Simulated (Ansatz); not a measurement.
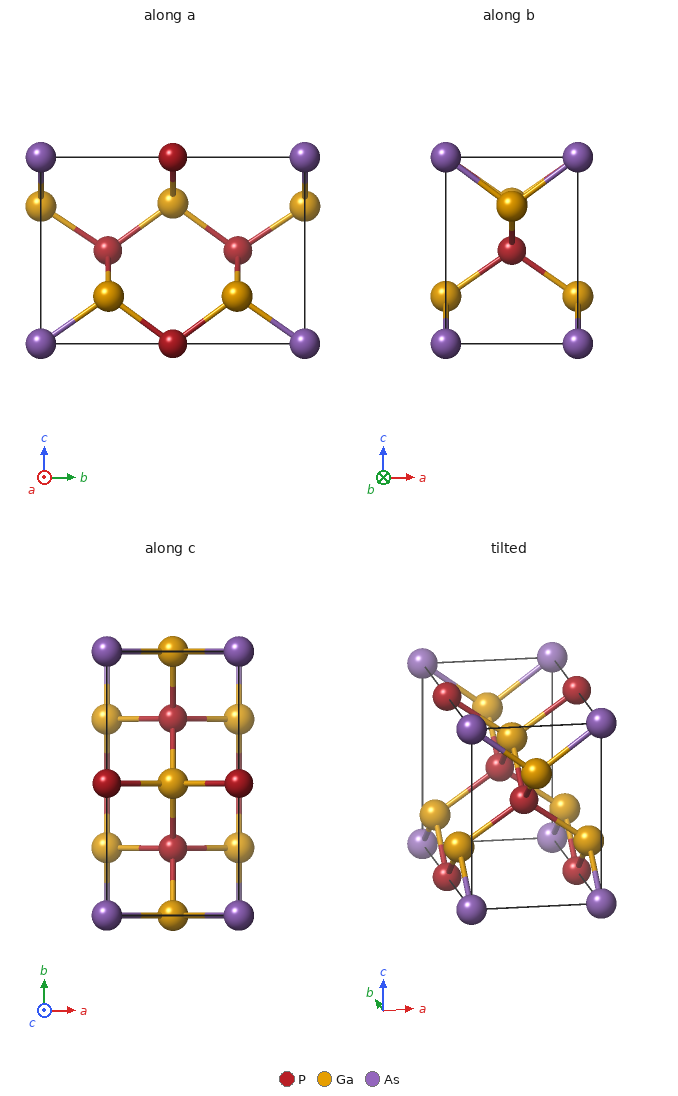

Shown here is a ball-and-stick view of the crystal, taken along the a axis, along the b axis, along the c axis and slightly off an axis. The wireframe shows the conventional unit cell.

Lattice parameters: a = 3.8936 Å, b = 7.7851 Å, c = 5.5003 Å, α = 90.000°, β = 90.000°, γ = 90.000°.

Transcribe the picture into a CIF in P1 with every atom of the cell, with free fractional coordinates to two decimals.

```cif
data_structure
_symmetry_space_group_name_H-M 'P 1'
_symmetry_Int_Tables_number 1
_cell_length_a 3.8936
_cell_length_b 7.7851
_cell_length_c 5.5003
_cell_angle_alpha 90.000
_cell_angle_beta 90.000
_cell_angle_gamma 90.000
_cell_volume 166.73
loop_
_atom_site_label
_atom_site_type_symbol
_atom_site_fract_x
_atom_site_fract_y
_atom_site_fract_z
_atom_site_occupancy
P1 P 0.50 0.75 0.50 1
Ga1 Ga 0.00 0.74 0.25 1
P2 P 0.00 0.50 0.00 1
Ga2 Ga 0.50 0.50 0.75 1
P3 P 0.50 0.25 0.50 1
Ga3 Ga 0.00 0.26 0.25 1
As1 As 0.00 0.00 0.00 1
Ga4 Ga 0.50 0.00 0.74 1
```

The cell started as a structure type filled with these elements by a generator (whether the compound takes this form wasn't checked). What is shown is the relaxed result from DFT, r2SCAN, plane waves, PAW in Ansatz 0.2.0.
